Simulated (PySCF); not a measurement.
# B2H4F− (SMILES B[BH2-]F): a first try and a second

Aim: the vertical excitations of B2H4F− at TDA-wB97M-D4/SBKJC (density fitting with cc-pvtz-jkfit, core potential, spin of roots singlet).

Program for the calculation: PySCF 2.14.0.

8 further runs of the same task are left out: 2 that didn't finish, 6 set aside as unsound or not needed.

## Step 1: Starting point

B2H4F−: 7 atoms, total charge -1, spin state singlet. As SMILES, `B[BH2-]F`. The shape is that of a GFN2-xTB optimisation.

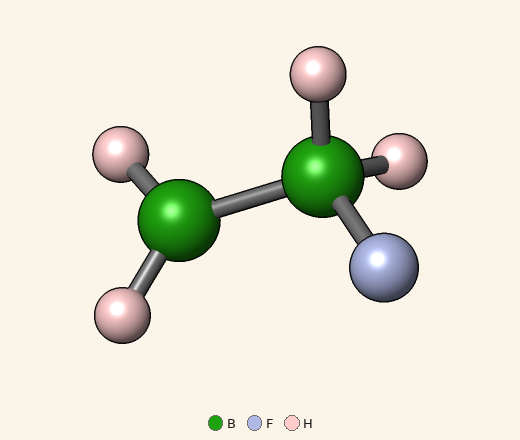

Viewed from a chosen angle; boron green, fluorine light blue, hydrogen pink.

## Step 2: The input as first written

File input.py:

```python
from pyscf import gto, dft, tdscf

molecule = gto.M(
    atom='''
B   -0.557490  -0.547080  -0.606600
B    0.368860   0.392230   0.434760
F    1.833710   0.217080   0.299000
H   -1.752900  -0.488230  -0.588920
H   -0.165490  -1.324120  -1.424330
H    0.111990   0.150390   1.619360
H    0.161310   1.599740   0.266740
''',
    verbose=3,
    basis='cc-pcvdz',
    charge=-1,
    max_memory=1860,
    symmetry=True,
)

mf = dft.RKS(molecule, xc='wb97m-d4')
mf = mf.density_fit(auxbasis='cc-pvtz-jkfit')
mf.kernel()

e_tot = mf.e_tot
print(f'total energy: {e_tot:.8f} hartree')

td = mf.TDA()
td.nstates = 8
td.kernel()
td.analyze()
roots = td.e * 27.211386
osc = td.oscillator_strength()
print('state   eV      nm      f')
for i, (w, f) in enumerate(zip(roots, osc), 1):
    print('%3d %9.4f %8.1f %9.5f' % (i, w, 1239.842 / w, f))
```

On the command line:

```bash
OMP_NUM_THREADS=1 python input.py
```

The program printed:

```text
pyscf.lib.exceptions.BasisNotFoundError: Basis set not found for H in cc-pcvdz
```

Run time: 0.66 s. Hardware: 1 thread of Arm Neoverse V1, shared host; peak memory 0.12 GiB.

## Step 3: What went wrong

The program refused the input.

The telling line is `pyscf.lib.exceptions.BasisNotFoundError: Basis set not found for H in cc-pcvdz`. What is wrong: the program or basis doesn't cover what is asked for. To mend it: basis set SBKJC in place of cc-pCVDZ.

## Step 4: Try two

File run.py:

```python
# B[BH2-]F
from pyscf import gto, dft, tdscf

mol = gto.M(
    atom='''
B   -0.557490  -0.547080  -0.606600
B    0.368860   0.392230   0.434760
F    1.833710   0.217080   0.299000
H   -1.752900  -0.488230  -0.588920
H   -0.165490  -1.324120  -1.424330
H    0.111990   0.150390   1.619360
H    0.161310   1.599740   0.266740
''',
    ecp={'B': 'sbkjc', 'F': 'sbkjc'},
    max_memory=1860,
    symmetry=True,
    verbose=4,
    spin=0,
    basis='sbkjc',
    charge=-1,
)

ks = dft.RKS(mol, xc='wb97m-d4')
ks = ks.density_fit(auxbasis='cc-pvtz-jkfit')
ks.kernel()

etot = ks.e_tot
print('E = %.10f Eh' % etot)

td = ks.TDA()
td.nstates = 8
td.kernel()
td.analyze()
roots = td.e * 27.211386
osc = td.oscillator_strength()
print('state   eV      nm      f')
for i, (w, f) in enumerate(zip(roots, osc), 1):
    print('%3d %9.4f %8.1f %9.5f' % (i, w, 1239.842 / w, f))
```

On the command line:

```bash
OMP_NUM_THREADS=1 python run.py
```

The program printed:

```text
PySCF version 2.14.0

[INPUT] num. atoms = 7
[INPUT] num. electrons = 18
[INPUT] charge = -1
[INPUT] spin (= nelec alpha-beta = 2S) = 0
[INPUT] symmetry True subgroup None
[INPUT] Mole.unit = angstrom
[INPUT] Symbol           X                Y                Z      unit          X                Y                Z       unit  Magmom
[INPUT]  1 B     -0.557490000000  -0.547080000000  -0.606600000000 AA   -1.053503417184  -1.033831368227  -1.146307867161 Bohr   0.0
[INPUT]  2 B      0.368860000000   0.392230000000   0.434760000000 AA    0.697044378307   0.741207277838   0.821577329916 Bohr   0.0
[INPUT]  3 F      1.833710000000   0.217080000000   0.299000000000 AA    3.465209691876   0.410221747121   0.565028111245 Bohr   0.0
[INPUT]  4 H     -1.752900000000  -0.488230000000  -0.588920000000 AA   -3.312500923750  -0.922620985796  -1.112897509279 Bohr   0.0
[INPUT]  5 H     -0.165490000000  -1.324120000000  -1.424330000000 AA   -0.312730776354  -2.502224156059  -2.691593611002 Bohr   0.0
[INPUT]  6 H      0.111990000000   0.150390000000   1.619360000000 AA    0.211630428690   0.284195911873   3.060146897076 Bohr   0.0
[INPUT]  7 H      0.161310000000   1.599740000000   0.266740000000 AA    0.304831721154   3.023070470512   0.504065546466 Bohr   0.0

[... 69 lines left out ...]
converged SCF energy = -32.0957205626943
[... 2 lines left out ...]
******** <class 'pyscf.tdscf.rks.TDA'> for <class 'pyscf.df.df_jk.DFRKS'> ********
nstates = 8 singlet
deg_eia_thresh = 1.000e-03
wfnsym = None
conv_tol = 1e-05
eigh lindep = 1e-12
eigh level_shift = 0
eigh max_cycle = 100

Excitation energies (eV)
[3.35388835 5.40729949 5.75229753 7.23378978 7.41267915 7.63919696
 7.83771167 8.37994494]

** Singlet excitation energies and oscillator strengths **
       6 -> 10        0.11659
       9 -> 10        0.68882
       8 -> 10        0.69837
       4 -> 10       -0.17604
       7 -> 10        0.67372
       9 -> 11        0.13361
       9 -> 12       -0.68292
       6 -> 10        0.67349
       7 -> 10       -0.10683
       9 -> 10       -0.12766
       9 -> 11       -0.67666
       9 -> 12       -0.13601
       8 -> 11       -0.17443
       8 -> 12        0.67339
       4 -> 10       -0.65048
       6 -> 10       -0.10922
       7 -> 10       -0.15383
       8 -> 11        0.13409
       8 -> 13       -0.12715

** Transition electric dipole moments (AU) **
state          X           Y           Z        Dip. S.      Osc.
  1        -0.0087     -0.2326      0.2158      0.1008      0.0083
  2         0.4047      0.6506      0.7112      1.0930      0.1448
  3        -0.0000     -0.0471      0.0488      0.0046      0.0006
[... 4 lines of this table left out ...]
  8         0.0043      0.1154     -0.1021      0.0238      0.0049

WARN: ECP detected. Skipping calculation of transition velocity and magnetic dipole moments, which have not yet been implemented.

state   eV      nm      f
  1    3.3539    369.7   0.00828
  2    5.4073    229.3   0.14479
  3    5.7523    215.5   0.00065
[... 4 lines of this table left out ...]
  8    8.3799    148.0   0.00488
```

It took 33 s on 1 thread of Arm Neoverse V1, shared host; peak memory 0.35 GiB.

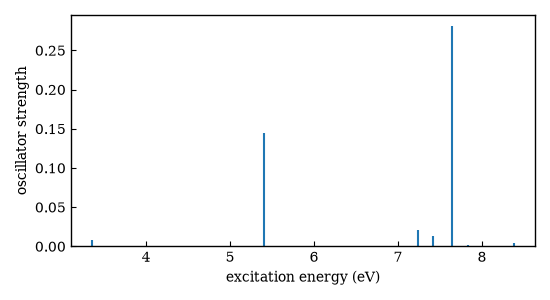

Vertical excitations as sticks.

The roots found:

```
excited state  energy (eV)  strength
            1        3.354    0.0083
            2        5.407    0.1448
            3        5.752    0.0006
            4        7.234    0.0215
            5        7.413    0.0127
            6        7.639    0.2811
            7        7.838    0.0016
            8        8.380    0.0049
```

## Step 5: Summary of results

At TDA-wB97M-D4/SBKJC (density fitting with cc-pvtz-jkfit, core potential, spin of roots singlet):

| quantity | value |
| --- | --- |
| ground-state or mean-field energy | -32.09572 Eh |
| HOMO energy (wB97M-D4 Kohn–Sham orbitals) | -3.17 eV |
| LUMO energy (wB97M-D4 Kohn–Sham orbitals) | 5.90 eV |
| HOMO–LUMO gap (to an unbound level, set by the basis) | 9.07 eV |
| dispersion energy | -11.53 kJ/mol |
| lowest singlet excitation energy | 3.35 eV |

**Reading.** The brightest of the 8 transitions from the ground state lies at 7.64 eV (162 nm, f = 0.281); the lowest, at 3.35 eV, has f = 0.008. For an anion, states without diffuse functions may be basis-held continuum. Roots above 3.2 eV lie over the negative of the HOMO energy, where those of Rydberg kind are poorly described; valence roots are less touched. Mulliken charges of the mean-field density run from -0.45 on B1 to +0.06 on H5.
